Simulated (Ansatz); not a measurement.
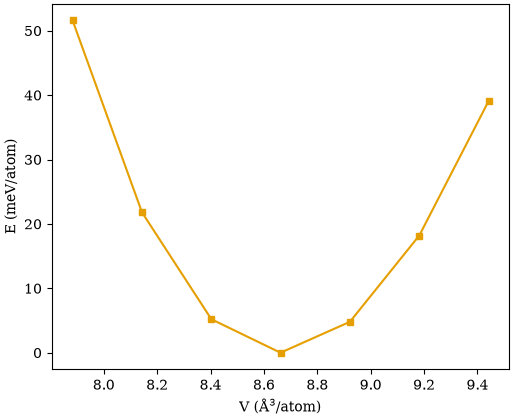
Fig. 1. B$_{6}$P in space group R-3m (No. 166; B on 18h, B on 18h, P on 6c) under volume change, DFT-PBEsol in the program Ansatz with PAW potentials, shape and atoms relaxed at each volume.

### Question
What does a third-order Birch–Murnaghan fit give for V₀, B₀ and B′?

### Answer
V₀ = 8.66 Å³/atom, B₀ = 204 GPa, B′ = 3.6.

The workflow started from a Materials Project entry (that database holds measured and hypothetical structures alike); the Crystallography Open Database copy checked does not list it. Whether it is the stable phase at ambient conditions was not checked. The PBEsol relaxation kept the symmetry of its start; its stability against distortions is not shown here.

Potentials: the later of the program's two PAW sets.
